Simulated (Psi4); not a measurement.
**CH4FSi (SMILES C[SiH]F) at UM06-L/aug-cc-pVDZ**

Aim: the vertical doublet–quartet gap of CH4FSi at UM06-L/aug-cc-pVDZ, from 2 runs. 

The calculation is run with Psi4 1.11.

4 further runs of the same task are left out: 4 set aside as unsound or not needed. Runs told in other sessions of the task aren't counted.

### 1 The structure to begin with

CH4FSi: 7 atoms, total charge 0, spin state doublet. As SMILES, `C[SiH]F`. The coordinates come from a PBE0-D4/def2-TZVP relaxation.

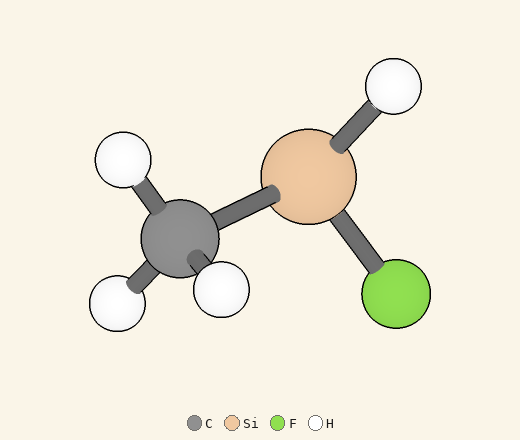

The structure, seen from a chosen angle (carbon grey, silicon light orange, fluorine green, hydrogen white).

### 2 Energy and gradient at UM06-L/aug-cc-pVDZ

input.dat

```
memory 2.2 GB

molecule molecule1 {
  0 2
  C
  Si 1 r2
  F 2 r3 1 a3
  H 1 r4 2 a4 3 d4
  H 1 r5 4 a5 2 d5
  H 1 r6 4 a6 5 d6
  H 2 r7 3 a7 1 d7

  r2 = 1.863543
  r3 = 1.609155
  a3 = 108.68326
  r4 = 1.091379
  a4 = 111.46191
  d4 = -63.51859
  r5 = 1.092938
  a5 = 108.40057
  d5 = 121.03424
  r6 = 1.094491
  a6 = 108.52153
  d6 = 117.63136
  r7 = 1.494172
  a7 = 106.70406
  d7 = 120.57271
  units angstrom
  symmetry c1
}

set {
  basis                aug-cc-pVDZ
  reference            uks
  puream               true
  e_convergence        1e-09
  d_convergence        1e-08
  scf_type             pk
  dft_radial_points    99
  dft_spherical_points 590
  maxiter              100
}

energy_value, wavefunction = gradient('m06-l', return_wfn=True)
oeprop(wavefunction, 'QUADRUPOLE', 'LOWDIN_CHARGES', 'MULLIKEN_CHARGES', title='M06-L')
print_variables()
```

On the command line:

```sh
$ psi4 input.dat output.dat -n 1
```

output.dat (excerpt; [...] marks lines left out):

```text
[...]
  Running in c1 symmetry.
[...]
  Nuclear repulsion =  106.882457199931366
[...]
  Multiplicity = 2
[...]
  Nalpha       = 17
  Nbeta        = 16
[...]
    Number of basis functions: 109
[...]
   @UKS iter   1:  -429.49157751611170   -2.54641e-01   7.76187e-03 ADIIS/DIIS
[...]
   @UKS iter  13:  -429.84647516700670   -1.08002e-12   3.53175e-09 DIIS
[...]
   @S^2 Observed:                7.522478673E-01
[...]
    Orbital Energies [Eh]
    ---------------------
    Alpha Occupied:
       1A    -65.884623     2A    -24.502509     3A    -10.058303
       4A     -5.285804     5A     -3.597931     6A     -3.596316
       7A     -3.592693     8A     -1.168443     9A     -0.683105
      10A     -0.501330    11A     -0.413713    12A     -0.401060
      13A     -0.390867    14A     -0.378995    15A     -0.371909
      16A     -0.303299    17A     -0.186179
    Alpha Virtual:
      18A     -0.010768    19A     -0.004640    20A      0.005905
      21A      0.013261    22A      0.024919    23A      0.035175
      24A      0.042623    25A      0.056463    26A      0.075152
[...]
  @UKS Final Energy:  -429.84647516700670
   => Energetics <=
    Nuclear Repulsion Energy =            106.8824571999313662
    One-Electron Energy =                -806.6193498171530791
    Two-Electron Energy =                 308.2260222612929965
    DFT Exchange-Correlation Energy =     -38.3356048110780421
    Empirical Dispersion Energy =           0.0000000000000000
    VV10 Nonlocal Energy =                  0.0000000000000000
    Total Energy =                       -429.8464751670067017
  UHF NO Occupations:
  HONO-2 :   15  A 1.9997808
  HONO-1 :   16  A 1.9992661
[...]
  -Total Gradient:
     Atom            X                  Y                   Z
    ------   -----------------  -----------------  -----------------
       1       -0.000205785942    -0.000187440637    -0.001048648628
       2       -0.002435393416    -0.027489510937     0.006178288532
       3        0.000418677607     0.027914709198    -0.009145822962
       4       -0.002252302462     0.001203045959     0.001833356135
       5        0.000123212566    -0.002288740074     0.001550646604
       6        0.002291034385     0.001613151324     0.001507870767
       7        0.001910802700    -0.000375622938    -0.000900202710
[...]
 Multipole Moments:
 ------------------------------------------------------------------------------------
     Multipole            Electronic (a.u.)      Nuclear  (a.u.)        Total (a.u.)
 ------------------------------------------------------------------------------------
 L = 1.  Multiply by 2.5417464519 to convert [e a0] to [Debye]
 Dipole X            :          1.0732806           -1.1161016           -0.0428210
 Dipole Y            :         -2.8854915            3.3195633            0.4340718
 Dipole Z            :          4.9023672           -5.4399221           -0.5375549
 Magnitude           :                                                    0.6922552
 L = 2.  Multiply by 1.3450342976 to convert [e a0^2] to [Debye ang]
 Quadrupole XX       :        -29.7892587           10.9086379          -18.8806208
 Quadrupole XY       :          4.5904368           -4.6839333           -0.0934965
[...]
  Mulliken Charges: (a.u.)
   Center  Symbol    Alpha    Beta     Spin     Total
       1     C     2.84715  2.76399  0.08316  0.38886
       2    SI     6.95237  6.14135  0.81102  0.90628
       3     F     4.78815  4.78888 -0.00073 -0.57703
       4     H     0.59125  0.59726 -0.00601 -0.18851
       5     H     0.62161  0.62834 -0.00673 -0.24996
       6     H     0.61222  0.59639  0.01583 -0.20862
       7     H     0.58725  0.48379  0.10346 -0.07103
   Total alpha = 17.00000, Total beta = 16.00000, Total charge = -0.00000
  Lowdin Charges: (a.u.)
[...]
```

It took 62 s on 1 thread of Intel Xeon 6975P-C (Granite Rapids), shared host; peak memory 1.1 GiB.

### 3 The quartet, same level

ch4fsi.json

```json
{
  "schema_name": "qcschema_input",
  "schema_version": 1,
  "molecule": {
    "schema_name": "qcschema_molecule",
    "schema_version": 2,
    "symbols": ["C", "Si", "F", "H", "H", "H", "H"],
    "geometry": [-1.23493602, 0.73604833, -0.56313839, 1.73363475, -1.12268629, -0.19672049, 1.21074753, -3.42569552, 1.71889488, -2.73046528, -0.39268509, -1.42504247, -0.88854922, 2.38275567, -1.76065783, -1.89104893, 1.3951848, 1.28425787, 3.80080615, 0.4270781, 0.94240642],
    "molecular_charge": 0,
    "molecular_multiplicity": 4,
    "fix_symmetry": "c1",
    "fix_com": true,
    "fix_orientation": true
  },
  "driver": "gradient",
  "model": {
    "method": "m06-l",
    "basis": "aug-cc-pVDZ"
  },
  "keywords": {
    "reference": "uks",
    "puream": true,
    "e_convergence": 1e-09,
    "d_convergence": 1e-08,
    "scf_type": "pk",
    "dft_radial_points": 99,
    "dft_spherical_points": 590,
    "maxiter": 100,
    "scf_properties": ["MULLIKEN_CHARGES", "QUADRUPOLE", "DIPOLE"]
  }
}
```

On the command line:

```sh
$ psi4 --qcschema ch4fsi.json -n 1 --memory 2200MB
```

stdout (excerpt; [...] marks lines left out):

```text
[...]
  Running in c1 symmetry.
[...]
  Nuclear repulsion =  106.882452003914793
[...]
  Multiplicity = 4
[...]
  Nalpha       = 18
  Nbeta        = 15
[...]
    Number of basis functions: 109
[...]
   @UKS iter   1:  -429.19941006748923    3.75260e-02   7.37481e-03 ADIIS/DIIS
[...]
   @UKS iter  18:  -429.56378679408289   -7.33280e-12   6.22447e-09 DIIS
[...]
   @S^2 Observed:                3.755140347E+00
[...]
  @UKS Final Energy:  -429.56378679408289
   => Energetics <=
    Nuclear Repulsion Energy =            106.8824520039147927
    One-Electron Energy =                -805.4031038462917422
    Two-Electron Energy =                 307.1814168106915304
    DFT Exchange-Correlation Energy =     -38.2245517623974465
    Empirical Dispersion Energy =           0.0000000000000000
    VV10 Nonlocal Energy =                  0.0000000000000000
    Total Energy =                       -429.5637867940828869
  UHF NO Occupations:
  HONO-2 :   16  A 1.0000000
  HONO-1 :   17  A 1.0000000
[...]
  Mulliken Charges: (a.u.)
   Center  Symbol    Alpha    Beta     Spin     Total
       1     C     3.04686  2.57748  0.46938  0.37565
       2    SI     8.03013  5.96607  2.06406  0.00380
       3     F     4.72770  4.66726  0.06044 -0.39497
       4     H     0.54106  0.53008  0.01098 -0.07115
       5     H     0.52524  0.56949 -0.04424 -0.09473
       6     H     0.54315  0.55165 -0.00850 -0.09481
       7     H     0.58584  0.13796  0.44788  0.27620
   Total alpha = 18.00000, Total beta = 15.00000, Total charge = -0.00000
[...]
  -Total Gradient:
     Atom            X                  Y                   Z
    ------   -----------------  -----------------  -----------------
       1        0.041593484843    -0.046292848533    -0.009053806666
       2       -0.048537630804     0.006843980781     0.082640118691
       3        0.022170270305     0.039343984449    -0.048818527380
       4       -0.001588953024     0.016901569153     0.002160855686
       5       -0.004303539655     0.001966507756    -0.000816481489
       6        0.000184251015     0.000382624061    -0.006144852170
       7       -0.009344216941    -0.018761712765    -0.020190053919
[...]
```

The result, in JSON:

```text
{
 "driver": "gradient",
 "model": {
  "method": "m06-l",
  "basis": "aug-cc-pVDZ"
 },
 "success": true,
 "return_result": [0.04159348484303181, -0.046292848532697384, -0.009053806665907462, -0.0485376308035884, 0.006843980781349429, 0.08264011869117753, 0.022170270305421465, 0.03934398444893507, -0.04881852738034035, -0.0015889530236980476, 0.016901569153249266, 0.0021608556861465733, -0.00430353965452903, 0.0019665077557513844, -0.000816481489392562, 0.00018425101473076855, 0.00038262406087469225, -0.0061448521703346415, -0.009344216941250871, -0.018761712764825453, -0.020190053919001586],
 "properties": {
  "calcinfo_nbasis": 109,
  "calcinfo_nmo": 109,
  "calcinfo_nalpha": 18,
  "calcinfo_nbeta": 15,
  "calcinfo_natom": 7,
  "nuclear_repulsion_energy": 106.88245200391479,
  "return_energy": -429.5637867940829,
  "return_gradient": [0.04159348484303181, -0.046292848532697384, -0.009053806665907462, -0.0485376308035884, 0.006843980781349429, 0.08264011869117753, 0.022170270305421465, 0.03934398444893507, -0.04881852738034035, -0.0015889530236980476, 0.016901569153249266, 0.0021608556861465733, -0.00430353965452903, 0.0019665077557513844, -0.000816481489392562, 0.00018425101473076855, 0.00038262406087469225, -0.0061448521703346415, -0.009344216941250871, -0.018761712764825453, -0.020190053919001586],
  "scf_one_electron_energy": -805.4031038462917,
  "scf_two_electron_energy": 307.18141681069153,
  "scf_xc_energy": -38.22455176239745,
  "scf_dipole_moment": [-0.9939406730081579, 0.736276350527703, 0.16663109007346577],
  "scf_total_energy": -429.5637867940829,
  "scf_total_gradient": [0.04159348484303181, -0.046292848532697384, -0.009053806665907462, -0.0485376308035884, 0.006843980781349429, 0.08264011869117753, 0.022170270305421465, 0.03934398444893507, -0.04881852738034035, -0.0015889530236980476, 0.016901569153249266, 0.0021608556861465733, -0.00430353965452903, 0.0019665077557513844, -0.000816481489392562, 0.00018425101473076855, 0.00038262406087469225, -0.0061448521703346415, -0.009344216941250871, -0.018761712764825453, -0.020190053919001586],
  "scf_iterations": 18
 }
}
```

Run time: 79 s. Hardware: 1 thread of Intel Xeon 6975P-C (Granite Rapids), shared host; peak memory 1.1 GiB.

### 4 What came out

At UM06-L/aug-cc-pVDZ:

| quantity | value |
| --- | --- |
| doublet: total energy | -429.84648 Eh |
| doublet: dipole moment | 1.76 D |
| doublet: HOMO energy (highest over α and β) | -5.07 eV |
| doublet: LUMO energy (lowest over α and β) | -3.17 eV |
| doublet: ⟨S²⟩ | 0.752 |
| doublet: largest force on an atom | 1.511 eV/Å |
| quartet: total energy | -429.56379 Eh |
| quartet: dipole moment | 3.17 D |
| quartet: HOMO energy (highest over α and β) | -1.09 eV |
| quartet: ⟨S²⟩ | 3.755 |
| quartet: largest force on an atom | 4.941 eV/Å |
| vertical energy of the quartet above the doublet | 7.692 eV |

At this shape the quartet lies 7.69 eV (177 kcal/mol) above the doublet. The largest force (doublet) is 1.51 eV/Å: the shape isn't a stationary point for this species at this level. Mulliken charges (doublet) run from -0.58 on F3 to +0.91 on Si2; in a basis this large or diffuse they mean little. Mulliken charges (quartet) run from -0.39 on F3 to +0.38 on C1; in a basis this large or diffuse they mean little.
